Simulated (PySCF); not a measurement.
**C$_{7}$H$_{13}$P (SMILES CCC1=C(C)CPC1): density, localisation and related maps**

```yaml
atoms:
  - { symbol: C, position_ang: [2.3409, -0.4159, 0.5303] }
  - { symbol: C, position_ang: [1.5191, -0.1588, -0.7345] }
  - { symbol: C, position_ang: [0.1512, 0.3504, -0.3912] }
  - { symbol: C, position_ang: [-0.9309, -0.3771, -0.1320] }
  - { symbol: C, position_ang: [-1.0559, -1.8653, -0.1614] }
  - { symbol: C, position_ang: [-2.1773, 0.4051, 0.1960] }
  - { symbol: P, position_ang: [-1.6223, 2.1324, 0.6132] }
  - { symbol: C, position_ang: [-0.0412, 1.8435, -0.3254] }
  - { symbol: H, position_ang: [3.3369, -0.7681, 0.2715] }
  - { symbol: H, position_ang: [2.4393, 0.4972, 1.1131] }
  - { symbol: H, position_ang: [1.8552, -1.1663, 1.1498] }
  - { symbol: H, position_ang: [2.0311, 0.5809, -1.3541] }
  - { symbol: H, position_ang: [1.4460, -1.0840, -1.3093] }
  - { symbol: H, position_ang: [-1.9309, -2.1532, -0.7441] }
  - { symbol: H, position_ang: [-1.1902, -2.2514, 0.8495] }
  - { symbol: H, position_ang: [-0.1763, -2.3343, -0.5932] }
  - { symbol: H, position_ang: [-2.7400, -0.0288, 1.0258] }
  - { symbol: H, position_ang: [-2.8487, 0.4380, -0.6704] }
  - { symbol: H, position_ang: [-1.0678, 1.7571, 1.8486] }
  - { symbol: H, position_ang: [-0.1408, 2.2565, -1.3368] }
  - { symbol: H, position_ang: [0.7936, 2.3589, 0.1542] }
```

Geometry: GFN2-xTB.

Method: PBE0/pcSseg-1, SCF density, gas phase, non-relativistic (PySCF).

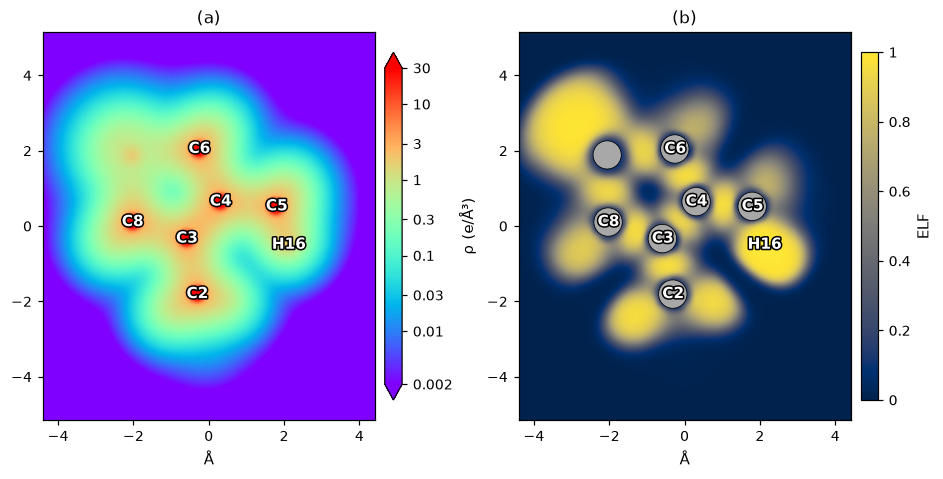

Figure 1. (a) electron density; (b) electron localisation function on the plane of atoms C5, C4 and C6. Grey discs cover the atomic cores in the ELF map.

Question: Describe what can be read from this map.

Answer: Atoms in the plane: C and H. C–C (1.33 Å): the density is about 2.3 e/Å³ at the midpoint; the ELF peaks at about 0.90 between the atoms (a multiple bond). C–H (1.09 Å): ρ is about 2 e/Å³ halfway; the ELF climbs to about 1 towards the hydrogen, as it does in any bond to H (an ordinary covalent bond to hydrogen). C–C (1.49 Å): the density is about 1.7 e/Å³ at the midpoint; the ELF peaks at about 0.95 between the atoms; a shared electron pair. The ELF also peaks beside P7, away from the bonds: lone-pair regions.

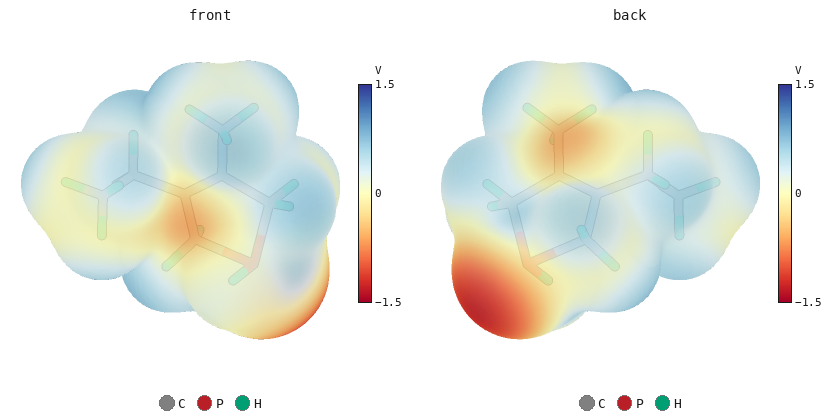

Figure 2. The molecular electrostatic potential painted on the density surface at 0.002 e/bohr³, seen from the front and from behind; red is negative and blue positive.

Question: Where is the surface potential most negative and most positive?

Answer: The most negative region (about −1.3 V, or −30 kcal/mol for a unit charge) lies over P7, the most positive (about +0.7 V, or +16 kcal/mol for a unit charge) over the H atoms.

Question: What dipole moment does the calculation give?

Answer: Its dipole moment is 1.69 D.
